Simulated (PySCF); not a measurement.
**What a change does: NMR shielding calculation on CH8NSi3**

System: CH8NSi3, charge −1, SMILES [SiH3]N1[SiH-]C[SiH2]1.
Method of the first run: GIAO PBE0/pcSseg-1 NMR shielding, non-relativistic, gas phase (PySCF 2.14.0).

The geometry comes from this level: GFN2-xTB, coordinate held. Text and figures count atoms from 1; the logs count them from 0 in places.

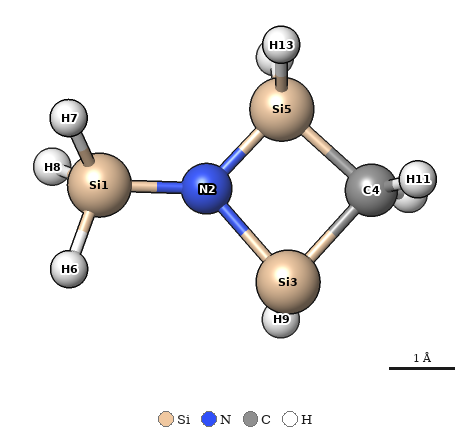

Fig. 1: The structure as given in the input (ball-and-stick view, seen at a tilt; atoms are numbered from 1 in the order of the input).

## Input, the first run
```
{"job": {"kind": "nmr", "xc": "PBE0", "basis": "pcSseg-1", "every": 1, "pop": false}, "charge": -1, "multiplicity": 1}
Si     2.150391     0.375846     0.056730
N      0.491730     0.174706    -0.111256
Si    -0.815017     1.169281    -1.163746
C     -2.068793     0.013856    -0.194367
Si    -0.649890    -0.690126     0.821070
H      2.576348     1.537138    -0.742440
H      2.607185     0.583520     1.455304
H      2.944497    -0.794692    -0.416245
H     -0.652109     0.355268    -2.429045
H     -2.609305    -0.743297    -0.771581
H     -2.821365     0.547004     0.394878
H     -0.473478    -2.168628     0.784059
H     -0.668287    -0.353457     2.269965
```

The first line tells a small driver script what to run in PySCF; the rest is the geometry in Å.

Launched with:
```bash
OMP_NUM_THREADS=1 python <driver script> task.json out
```

Hardware: 1 CPU thread, shared host.

## Output (the first run)
```
coarse grid: 11984 points
cycle   1  E = -965.5360978773  dE =  2.321e-01  |g| = 6.743e-01  |ddm| = 3.365e+00
cycle   2  E = -965.3027329934  dE =  2.334e-01  |g| = 1.171e+00  |ddm| = 2.645e+00
cycle   3  E = -965.6517347236  dE = -3.490e-01  |g| = 1.158e-01  |ddm| = 1.847e+00
cycle   4  E = -965.6538207599  dE = -2.086e-03  |g| = 6.506e-02  |ddm| = 1.650e-01
cycle   5  E = -965.6548928360  dE = -1.072e-03  |g| = 8.866e-03  |ddm| = 7.624e-02
cycle   6  E = -965.6549164117  dE = -2.358e-05  |g| = 2.632e-03  |ddm| = 1.925e-02
cycle   7  E = -965.6549184071  dE = -1.995e-06  |g| = 3.008e-04  |ddm| = 4.132e-03
final grid: 100960 points
cycle   8  E = -965.6810265360  dE = -1.011e-05  |g| = 5.637e-03  |ddm| = 1.505e-02
cycle   9  E = -965.6810155596  dE =  1.098e-05  |g| = 8.707e-03  |ddm| = 1.578e-02
cycle  10  E = -965.6810340106  dE = -1.845e-05  |g| = 8.114e-04  |ddm| = 1.012e-02
cycle  11  E = -965.6810341245  dE = -1.139e-07  |g| = 3.300e-04  |ddm| = 1.063e-03
cycle  12  E = -965.6810341506  dE = -2.614e-08  |g| = 3.909e-05  |ddm| = 3.742e-04
cycle  13  E = -965.6810341510  dE = -3.724e-10  |g| = 1.369e-05  |ddm| = 7.138e-05
converged SCF energy = -965.6810341510

GIAO shielding tensors (ppm)
atom      isotropic    diamagn.    paramagn.     s11        s22        s33       span
  0 Si     417.545     879.433    -461.888    359.158    375.126    518.351    159.193
  1 N      264.721     326.201     -61.480    253.933    262.096    278.132     24.199
  2 Si     228.046     876.443    -648.398    -92.068    369.394    406.811    498.879
  3 C      192.383     255.577     -63.195    179.313    196.849    200.986     21.673
  4 Si     374.662     880.043    -505.381    303.828    361.804    458.354    154.526
  5 H       27.399      29.240      -1.841     24.931     25.500     31.767      6.836
  6 H       27.080      29.302      -2.221     23.746     25.342     32.153      8.407
  7 H       27.224      29.327      -2.103     23.806     25.248     32.616      8.810
  8 H       23.632      30.504      -6.873     20.405     23.552     26.938      6.532
  9 H       30.707      31.724      -1.017     25.800     29.637     36.684     10.884
 10 H       31.633      31.550       0.083     27.353     30.646     36.901      9.549
 11 H       25.083      30.150      -5.066     19.812     24.571     30.867     11.055
 12 H       25.319      30.108      -4.789     22.167     24.342     29.448      7.280
```

For the second run the input was changed thus:
```diff
-Si     2.150391     0.375846     0.056730
-N      0.491730     0.174706    -0.111256
-Si    -0.815017     1.169281    -1.163746
-C     -2.068793     0.013856    -0.194367
-Si    -0.649890    -0.690126     0.821070
-H      2.576348     1.537138    -0.742440
-H      2.607185     0.583520     1.455304
-H      2.944497    -0.794692    -0.416245
-H     -0.652109     0.355268    -2.429045
-H     -2.609305    -0.743297    -0.771581
-H     -2.821365     0.547004     0.394878
-H     -0.473478    -2.168628     0.784059
-H     -0.668287    -0.353457     2.269965
+Si     2.143891     0.387388     0.053316
+N      0.468766     0.294939    -0.009957
+Si    -0.817987     1.170167    -1.169719
+C     -2.069522     0.006409    -0.203574
+Si    -0.657097    -0.670583     0.839028
+H      2.584418     1.532327    -0.761633
+H      2.672711     0.562858     1.430960
+H      2.859484    -0.814552    -0.462997
+H     -0.579257     0.304489    -2.389157
+H     -2.596830    -0.760313    -0.780241
+H     -2.835427     0.538357     0.369146
+H     -0.425029    -2.138866     0.749054
+H     -0.720362    -0.390954     2.298633
```

What does this change do to the results?

With the same method and basis, the second run lies 0.38 kcal/mol lower. Of all shieldings, the largest change is that of Si3, by +3.2 ppm. The number of SCF iterations is the same.

## Output (the second run)
```
coarse grid: 11984 points
cycle   1  E = -965.5367876379  dE =  2.348e-01  |g| = 6.744e-01  |ddm| = 3.365e+00
cycle   2  E = -965.3045270885  dE =  2.323e-01  |g| = 1.169e+00  |ddm| = 2.649e+00
cycle   3  E = -965.6526321461  dE = -3.481e-01  |g| = 1.138e-01  |ddm| = 1.844e+00
cycle   4  E = -965.6546329853  dE = -2.001e-03  |g| = 6.464e-02  |ddm| = 1.642e-01
cycle   5  E = -965.6556877229  dE = -1.055e-03  |g| = 9.040e-03  |ddm| = 7.564e-02
cycle   6  E = -965.6557122598  dE = -2.454e-05  |g| = 2.646e-03  |ddm| = 1.963e-02
cycle   7  E = -965.6557142874  dE = -2.028e-06  |g| = 2.989e-04  |ddm| = 4.222e-03
final grid: 100960 points
cycle   8  E = -965.6816307329  dE = -1.005e-05  |g| = 5.615e-03  |ddm| = 1.538e-02
cycle   9  E = -965.6816197688  dE =  1.096e-05  |g| = 8.693e-03  |ddm| = 1.558e-02
cycle  10  E = -965.6816381093  dE = -1.834e-05  |g| = 7.988e-04  |ddm| = 1.012e-02
cycle  11  E = -965.6816382190  dE = -1.097e-07  |g| = 3.277e-04  |ddm| = 1.051e-03
cycle  12  E = -965.6816382449  dE = -2.591e-08  |g| = 3.880e-05  |ddm| = 3.725e-04
cycle  13  E = -965.6816382453  dE = -3.704e-10  |g| = 1.352e-05  |ddm| = 7.341e-05
converged SCF energy = -965.6816382453

GIAO shielding tensors (ppm)
atom      isotropic    diamagn.    paramagn.     s11        s22        s33       span
  0 Si     419.907     879.490    -459.584    361.441    378.552    519.727    158.285
  1 N      264.704     326.257     -61.553    252.974    262.141    278.998     26.024
  2 Si     231.272     876.422    -645.150    -91.564    375.445    409.934    501.498
  3 C      192.757     255.516     -62.759    181.663    196.613    199.995     18.331
  4 Si     373.696     880.036    -506.339    304.004    359.731    457.354    153.349
  5 H       27.430      29.268      -1.838     25.003     25.430     31.857      6.853
  6 H       27.124      29.326      -2.203     23.678     25.348     32.344      8.666
  7 H       27.247      29.397      -2.150     23.943     25.357     32.441      8.498
  8 H       23.642      30.558      -6.916     20.228     23.772     26.926      6.698
  9 H       30.909      31.738      -0.829     25.892     30.019     36.815     10.924
 10 H       31.561      31.499       0.062     27.416     30.558     36.708      9.292
 11 H       25.047      30.201      -5.153     19.778     24.754     30.610     10.832
 12 H       25.257      30.065      -4.808     21.815     24.200     29.756      7.941
```

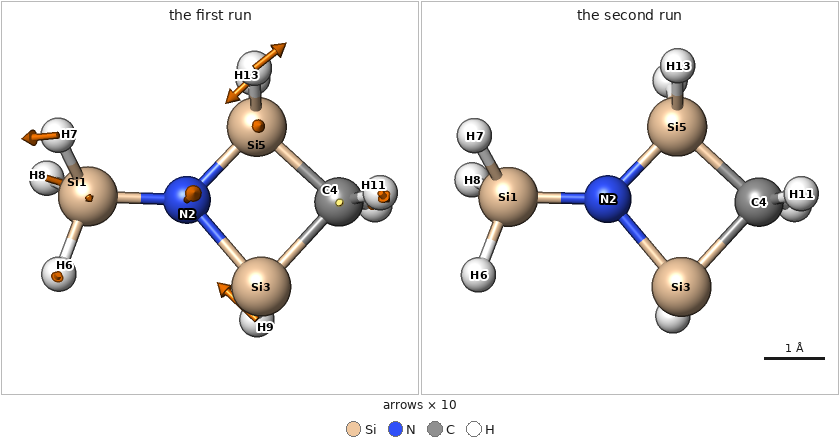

Fig. 2: The two input geometries at one scale (ball-and-stick view, seen on its broad side). The orange arrows on the first give the shifts of the atoms after the best rigid fit, magnified 10 times. The largest move after the best rigid fit is that of the N atom, 0.16 Å. By element the largest moves are N 0.16 Å, H 0.10 Å, Si 0.03 Å, C 0.01 Å. Among the contacts that change: N–Si 1.951 → 1.941 Å.

## The two runs side by side

| quantity | the first run | the second run |
| --- | --- | --- |
| outcome | converged | converged |
| total energy (hartree) | −965.681034 | −965.681638 |
| HOMO (eV) | −0.10 | −0.09 |
| LUMO (eV) | 3.99 | 3.99 |
| shielding of Si1 (ppm) | 417.5 | 419.9 |
| shielding of Si3 (ppm) | 228.0 | 231.3 |
| shielding of C4 (ppm) | 192.4 | 192.8 |
| shielding of Si5 (ppm) | 374.7 | 373.7 |
| shielding of H10 (ppm) | 30.7 | 30.9 |
| shielding of H11 (ppm) | 31.6 | 31.6 |
| shielding of H13 (ppm) | 25.3 | 25.3 |
| SCF iterations | 13 | 13 |
| basis functions | 146 | 146 |
| wall time (shared host) | 17 s | 12 s |
